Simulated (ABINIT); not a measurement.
# Quasiparticle gap of SiC (P6_3mc) in ABINIT, part 3 of 3

Wanted: ground state, empty states, screening and self-energy for SiC (P6_3mc).

ABINIT 10.8.3; PBE and many-body steps on it, plane waves. Known limits of the many-body steps: not at the basis limit.

So far. Step 4 (Empty states on the mesh, 6×6×4 mesh, 83 bands): On this mesh the gap is 2.275 eV. Step 5 (Screening, 6×6×4 mesh, 75 bands, screening to 136.1 eV): Local fields lower ε∞ by 9 %.

## (6) Self-energy, 6×6×4 mesh, 75 bands, screening to 136.1 eV

The self-energy is evaluated for the states that the input lists, and the levels follow from it, in one-shot runs by the linearised quasiparticle equation.

This step: G0W0 on PBE, plane waves, norm-conserving pseudopotentials.

Input file run.abi:

```
acell 3*1.0 Angstrom
rprim 
  3.073513928196 0.000000000001 0.000000000000
  -1.536756964099 2.661741140703 0.000000000000
  0.000000000000 0.000000000000 5.045247710000
ntypat 2
znucl 14 6
natom 4
typat 1 1 2 2
xred 
  0.333333333333 0.666666666667 0.499602400000
  0.666666666667 0.333333333333 0.999602400000
  0.333333333333 0.666666666667 0.875397600000
  0.666666666667 0.333333333333 0.375397600000
pp_dirpath "pseudos"
pseudos "Si.upf, C.upf"
ecut 37
ngkpt 6 6 4
nshiftk 1
shiftk 0 0 0
kptopt 1
chksymbreak 0
istwfk *1
occopt 1
irdwfk 1
optdriver 4
nband 75
gwcalctyp 0
ecutsigx 37
symsigma 1
nkptgw 3
kptgw 
  0.0000000000 0.0000000000 0.0000000000
  0.3333333333 0.3333333333 0.0000000000
  0.5000000000 0.0000000000 0.0000000000
bdgw 
  7 10
  6 10
  7 10
ecuteps 5
irdscr 1
ppmodel 1
indata_prefix "in"
outdata_prefix "out"
tmpdata_prefix "tmp"
```

Run with:

```sh
$ OMP_NUM_THREADS=1 mpirun -n 8 abinit run.abi > log
```

Numbers of over 12 decimals in the logs are rounded to 6 here.

What it wrote:

```text
.Version 10.8.3 of ABINIT. v10.8.2 released Aug 2026.

 Symmetries : space group P6_3 m c (#186); Bravais hP (primitive hexag.)
[... echo of the input left out ...]
== DATASET  1 ==================================================================
-   mpi_nproc: 8, omp_nthreads: 1 (-1 if OMP is not activated)

--- !DatasetInfo
iteration_state: {dtset: 1, }
dimensions: {natom: 4, nkpt: 21, mband: 75, nsppol: 1, nspinor: 1, nspden: 1, mpw: 3015, }
cutoff_energies: {ecut:  37.0, pawecutdg:  -1.0, }
electrons: {nelect:   1.60000000E+01, charge:   0.00000000E+00, occopt:   1.00000000E+00, tsmear:   1.00000000E-02, }

 SIGMA: Calculation of the GW corrections

 Based on a program developped by R.W. Godby, V. Olevano, G. Onida, and L. Reining.
 Incorporated in ABINIT by V. Olevano, G.-M. Rignanese, and M. Torrent.
.Using double precision arithmetic ; gwpc =  8

[... cell and pseudopotentials left out ...]
--------------------------------------------------------------------------------

 ==== K-mesh for the wavefunctions ====
 Number of points in the irreducible wedge :    21
[... list of points left out ...]
 Together with 12 symmetry operations and time-reversal symmetry
 yields   144 points in the full Brillouin Zone.

 ==== Q-mesh for screening function ====
 Number of points in the irreducible wedge :    21
[... list of points left out ...]
 Together with 12 symmetry operations and time-reversal symmetry
 yields   144 points in the full Brillouin Zone.

 vcoul_init : cutoff-mode = AUXILIARY_FUNCTION
 q-points for optical limit:   1
     1)      0.000010    0.000020    0.000030
 setmesh: FFT mesh size selected  =    27x   27x   54
          total number of points  =        39366

 Number of electrons calculated from density =   16.0000; Expected =   16.0000
 average of density, n =  0.057443
 r_s =    1.6078
 omega_plasma =   23.1193 [eV]

 === KS Band Gaps ===
  >>>> For spin  1
   Minimum direct gap =   3.9851 [eV], located at k-point      :   0.5000  0.0000  0.0000
   Fundamental gap    =   2.2753 [eV], Top of valence bands at :   0.0000  0.0000  0.0000
                                       Bottom of conduction at :   0.3333  0.3333  0.0000
 SIGMA fundamental parameters:
 PLASMON POLE MODEL  1
 number of plane-waves for SigmaX                 2973
 number of plane-waves for SigmaC and W            135
 number of plane-waves for wavefunctions          2973
 number of bands                                    75
 number of independent spin polarizations            1
 number of spinorial components                      1
 number of k-points in IBZ                          21
 number of q-points in IBZ                          21
 number of symmetry operations                      12
 number of k-points in BZ                          144
 number of q-points in BZ                          144
 number of frequencies for dSigma/dE                 9
 frequency step for dSigma/dE [eV]                0.25
 number of omega for Sigma on real axis              0
 max omega for Sigma on real axis  [eV]           0.00
 zcut for avoiding poles [eV]                     0.10

 EPSILON^-1 parameters (SCR file):
 dimension of the eps^-1 matrix on file            135
 dimension of the eps^-1 matrix used               135
 number of plane-waves for wavefunctions          2973
 number of bands                                    75
 number of q-points in IBZ                          21
 number of frequencies                               2
 number of real frequencies                          1
 number of imag frequencies                          1

 matrix elements of self-energy operator (all in [eV])

 Perturbative Calculation

--- !SelfEnergy_ee
iteration_state: {dtset: 1, }
kpoint     : [   0.000,    0.000,    0.000, ]
spin       : 1
KS_gap     :    4.820
QP_gap     :    5.634
Delta_QP_KS:    0.814
data: !SigmaeeData |
     Band     E0 <VxcDFT>   SigX SigC(E0)      Z dSigC/dE  Sig(E)    E-E0       E
        7   7.012 -15.027 -17.600   2.319   0.795  -0.257 -15.229  -0.202   6.810
        8   7.012 -15.027 -17.600   2.319   0.795  -0.257 -15.229  -0.202   6.810
        9  11.832 -12.163  -6.994  -4.413   0.809  -0.237 -11.551   0.612  12.444
       10  13.231 -12.779  -7.194  -4.810   0.796  -0.256 -12.162   0.617  13.848

--- !SelfEnergy_ee
iteration_state: {dtset: 1, }
kpoint     : [   0.333,    0.333,    0.000, ]
spin       : 1
KS_gap     :    6.117
QP_gap     :    7.110
Delta_QP_KS:    0.993
data: !SigmaeeData |
     Band     E0 <VxcDFT>   SigX SigC(E0)      Z dSigC/dE  Sig(E)    E-E0       E
        6   2.959 -13.062 -17.039   3.151   0.783  -0.278 -13.708  -0.647   2.312
        7   2.959 -13.062 -17.039   3.151   0.783  -0.278 -13.708  -0.647   2.312
        8   3.170 -13.150 -17.127   3.148   0.784  -0.276 -13.799  -0.649   2.521
        9   9.287  -9.908  -5.628  -3.863   0.826  -0.211  -9.564   0.344   9.631
       10  15.194 -12.311  -6.198  -5.040   0.795  -0.258 -11.458   0.853  16.047

--- !SelfEnergy_ee
iteration_state: {dtset: 1, }
kpoint     : [   0.500,    0.000,    0.000, ]
spin       : 1
KS_gap     :    3.985
QP_gap     :    4.791
Delta_QP_KS:    0.806
data: !SigmaeeData |
     Band     E0 <VxcDFT>   SigX SigC(E0)      Z dSigC/dE  Sig(E)    E-E0       E
        7   3.715 -12.813 -16.235   2.688   0.790  -0.266 -13.393  -0.580   3.136
        8   5.813 -14.520 -17.600   2.598   0.792  -0.262 -14.902  -0.382   5.431
        9   9.798 -10.579  -6.048  -4.015   0.822  -0.216 -10.155   0.424  10.222
       10  11.240 -11.760  -6.959  -4.043   0.811  -0.233 -11.145   0.615  11.854

== END DATASET(S) ==============================================================
================================================================================

 -outvars: echo values of variables after computation  --------
           etotal      0.0000000000E+00
            nband          75
             nkpt          21
          spgroup         186
 [... the other variables as echoed above ...]

 Calculation completed.
```

Run time: 5.3 s. Hardware: 8 MPI ranks of Arm Neoverse V2, shared host; peak memory 1.2 GiB; 42 s of CPU time.

Numbers from this step:

```
G0W0 gap on the points computed              : 2.821 eV
starting gap on the mesh                     : 2.275 eV
k of the valence top                         : 0, 0, 0
k of the conduction bottom                   : 0.3333, 0.3333, 0
Z at the valence top                         : 0.795
Z at the conduction bottom                   : 0.826
least direct G0W0 gap on the computed points : 4.791 eV
```

The gap on the mesh goes from 2.28 eV to 2.82 eV, a correction of +0.55 eV.

Limits: finite bands, cutoff and mesh. v1 is the top filled band, c1 the lowest empty one. Levels before and after the correction, in eV, zero at the valence-band top of each column:

|  | conduction bottom | valence top |
| --- | --- | --- |
| Kohn-Sham | 2.28 | 0.00 |
| G0W0 | 2.82 | 0.00 |

|  | level | energy (eV) |
| --- | --- | --- |
| Kohn-Sham | Γ v2-v1 | 0.000 |
| Kohn-Sham | Γ c1 | 4.820 |
| Kohn-Sham | Γ c2 | 6.220 |
| Kohn-Sham | (0.333 0.333 0) v3-v2 | -4.053 |
| Kohn-Sham | (0.333 0.333 0) v1 | -3.842 |
| Kohn-Sham | (0.333 0.333 0) c1 | 2.275 |
| Kohn-Sham | (0.333 0.333 0) c2 | 8.182 |
| G0W0 | Γ v2-v1 | 0.000 |
| G0W0 | Γ c1 | 5.634 |
| G0W0 | Γ c2 | 7.038 |
| G0W0 | (0.333 0.333 0) v3-v2 | -4.498 |
| G0W0 | (0.333 0.333 0) v1 | -4.289 |
| G0W0 | (0.333 0.333 0) c1 | 2.821 |
| G0W0 | (0.333 0.333 0) c2 | 9.237 |

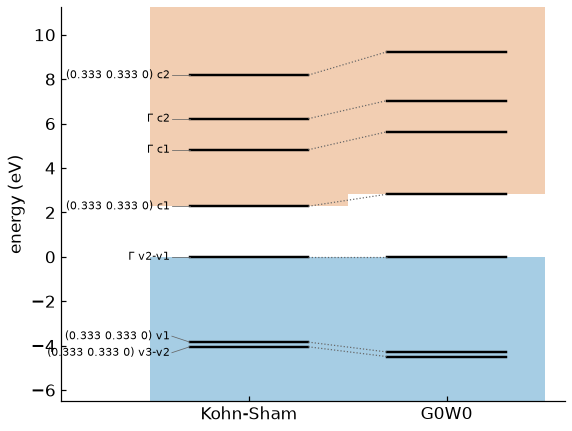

Levels before and after the correction. Shaded: valence and conduction bands.

## (7) Where the time went

Times are wall times on 8 MPI ranks of Arm Neoverse V2, shared host, good to a factor of about two.

| step | time | share | memory (GiB) |
| --- | --- | --- | --- |
| ground state | 4.2 s | 5 % | 0.54 |
| bands along the symmetry lines | 6.5 s | 7 % | 0.51 |
| empty states on the mesh | 50 s | 55 % | 4.3 |
| screening | 24 s | 27 % | 1.4 |
| self-energy | 5.3 s | 6 % | 1.2 |

## (8) Outcome

```yaml
pbe_gap: 2.28 eV, indirect
g0w0_gap_on_the_mesh: 2.82 eV
gw_settings: 6×6×4 mesh, 75 bands, screening to 136.1 eV, Godby-Needs plasmon pole
known_limits: not at the basis limit
```

**Reading.** G0W0 moves the gap on the mesh from 2.28 eV to 2.82 eV (+0.55 eV), with Z of 0.80 and 0.83 at the edges. Local fields lower the RPA ε∞ on this mesh from 7.51 to 6.86. Only 3 of the mesh's irreducible points were corrected, so a valley elsewhere could overtake. The dearest step here is «empty states on the mesh». Against experiment, by G0W0@PBE: the gap of 2.82 eV lies −0.51 eV from the measured 3.33 eV (kind not stated, quoted 2020). The calculation has static nuclei and no excitons; a measured gap holds zero-point and thermal motion, which mostly lowers it. Bands and cutoff are finite, so the gap is not at the basis limit. The miss can reach some tenths of an eV and take either sign; the mesh is an error of its own. In the G0W0 run levels were corrected at 3 k points alone, so a gap called «on the mesh» is the least over those, and an edge elsewhere would be missed.

[Paths, hosts, dates, memory and timing lines, banners, echoed tables and standing remarks are left out of the program output.]

[Logs are printed without paths, hosts, clocks, repeated set-up lines and the standing remarks that a program may print on its own settings, such as how far it seeks lower states.]

[Runs of the session that timed out or met a known fault of the program may be left out.]

[Hosts, paths, dates, database ids (printed as entryN), source tags and the programs' standing remarks are cut or masked in the printed files.]

[G0W0 gaps are taken among the corrected bands and points alone; a level outside them can change the order at an edge.]

[Where Ansatz stands beside ABINIT at settings called matched, ABINIT's density can come from a denser mesh and the files from another edition; pairs whose starting gaps differed by over 0.03 eV were left out, so agreement reads better than it is.]
